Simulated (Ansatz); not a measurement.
# Single-point calculation of CH₄OSi

System: CH₄OSi.
Method: RKS PBE0-D4/def2-TZVPPD (Ansatz 0.2.0).

The geometry is a complex of two molecules. The geometry comes from this level: PBE0-D4/def2-TZVP.

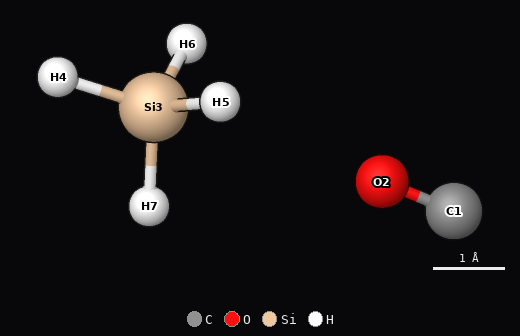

Fig. 1: The input geometry (ball-and-stick view, seen at a tilt; atoms are numbered from 1 in the order of the input).

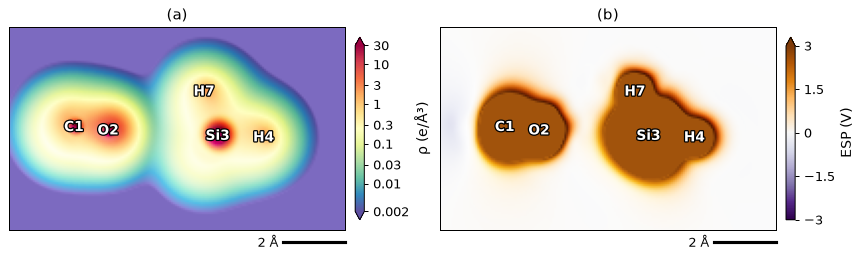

Fig. 2: (a) electron density; (b) electrostatic potential on the plane of atoms H4, Si3 and H7. The section cuts through C, O, Si and H sites. Si3···O2 (3.54 Å): ρ is about 0.02 e/Å³ halfway; a non-bonded, intermolecular contact. C–O (1.12 Å): ρ at the midpoint is about 4.3 e/Å³. Si–H (1.49 Å): ρ at the midpoint is about 0.81 e/Å³.

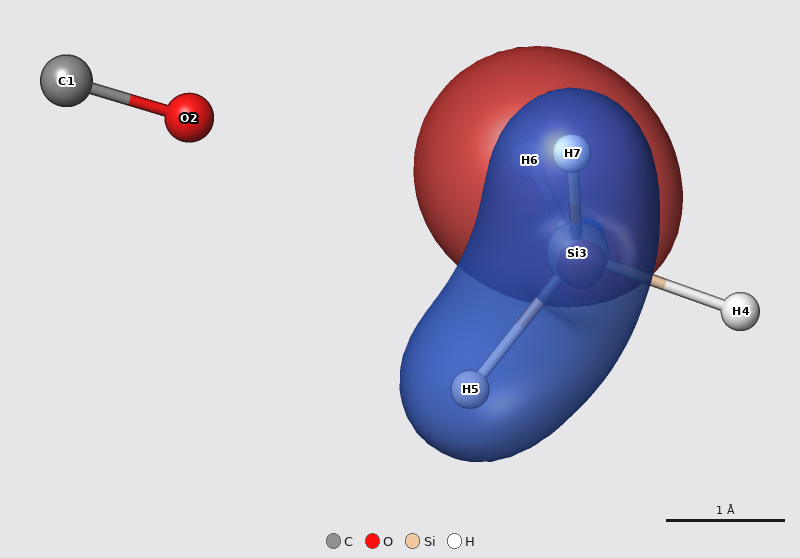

Fig. 3: The HOMO−1 at ±0.15 Å⁻³ᐟ² (blue and red are the two phases), seen at an oblique angle. It lies mainly on Si3 (45 %), H6 (35 %), H5 (10 %) and H7 (10 %). Its energy is −9.82 eV.

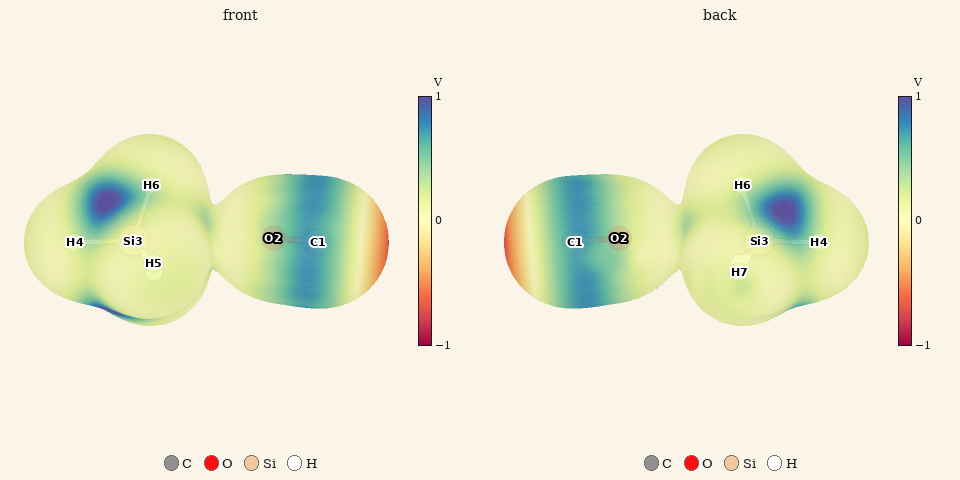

Fig. 4: The molecular electrostatic potential painted on the density surface at 0.002 e/bohr³, seen face on and from behind; the colour scale runs from red (negative) to blue (positive).

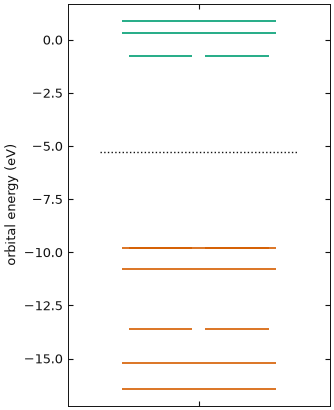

Fig. 5: Orbital energies near the frontier; the dotted line parts filled from empty levels, and levels within 0.02 eV of each other stand side by side. Highest filled −9.79 eV, lowest empty −0.74 eV, 9.05 eV apart.

The input that produced these results follows, with the program's output.

The input
```yaml
crystal:
  periodic: [false, false, false]
  atoms:
    - {symbol: C, position_ang: [0.054249, 0.456753, -3.458848]}
    - {symbol: O, position_ang: [-0.045832, 0.324893, -2.347600]}
    - {symbol: Si, position_ang: [-0.001862, -0.156048, 1.159596]}
    - {symbol: H, position_ang: [0.035827, -0.360681, 2.630258]}
    - {symbol: H, position_ang: [0.869863, 0.990401, 0.799774]}
    - {symbol: H, position_ang: [-1.396400, 0.127583, 0.737369]}
    - {symbol: H, position_ang: [0.484156, -1.382800, 0.479451]}
basis:
  gaussian: {orbitals: "def2-TZVPPD.json"}
hamiltonian: {xc: pbe0, dispersion: d4}
output: {orbitals: {seedname: orbitals}}
```

Launched with:
```bash
ansatz run in.yaml --threads 2 --pin off --events-out ev --progress --plain --max-ram 5222MiB
```

Output
```
Functional definition: PBE0
  name "PBE0"
  cite "Adamo & Barone, J. Chem. Phys. 110, 6158 (1999) doi:10.1063/1.478522"
  cite "Perdew, Burke & Ernzerhof, Phys. Rev. Lett. 77, 3865 (1996) doi:10.1103/PhysRevLett.77.3865"
  parent pbe
  parameter a = 0.25
  parameter kappa = 0.804
  parameter beta = 0.06672455060314922
  exchange = (1 - a)*pbe_x(kappa = kappa, mu = beta*pi^2/3) + a*exact_x
  correlation = pbe_c(beta = beta)
916 factors; their error is unknown
mean field evaluation 1: about -11018.3503 eV, gradient 3.4e1 eV
mean field evaluation 2: about -11014.5071 eV, gradient 5.9e1 eV
mean field evaluation 4: about -11020.2623 eV, gradient 9.9e-1 eV
mean field evaluation 8: about -11020.2916 eV, gradient 2.9e-1 eV
mean field -11020.29172696 eV, -404.9882511439 hartree, gradient 2.7e-5 eV, S^2 0.000000; 0 other end points of the search recorded, 0 dependent functions left out
reference -11020.29176362 eV, -404.9882524908 hartree; 16, 16 occupied and 177, 177 virtual orbitals, 916 factors
Total energy: -11020.35308698 eV, -404.9905060829 hartree
```

Results in brief

- outcome: converged
- total energy: −11020.3531 eV
- mean-field energy: −11020.2918 eV
- dispersion energy: −0.0613 eV
- SCF solution under orbital rotations: stable
- HOMO: −9.79 eV
- LUMO: −0.74 eV
- hardware: 2 threads of Arm Neoverse V2, 23 GiB of memory available, shared host
- wall time: 2.1 s (CPU time 4 s)
- peak memory: 0.33 GiB
